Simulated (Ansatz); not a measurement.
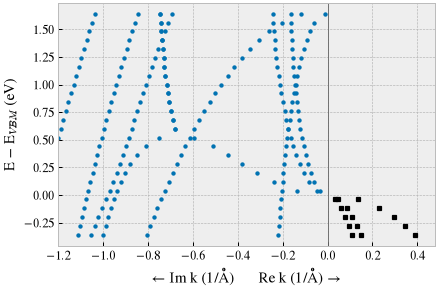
*Complex bands at the centre of the two-dimensional zone; r2SCAN (Ansatz, a program for electronic structure)*

The gap is the functional's own, uncorrected, and κ follows it; spin-orbit coupling is left out. Mid-gap means the computed energy nearest the middle.

**Question.** This is BAs (F-43m, zinc blende, 2 atoms a cell, 14.0 Å³ an atom, -3 GPa at this level) along the normal of (110). Read off the slowest decay at the centre of the two-dimensional zone at 0.68 eV, the computed energy nearest the middle of the gap.

**Answer.** κ ≈ 0.13 1/Å, a decay length 1/(2κ) of the density of 3.9 Å.
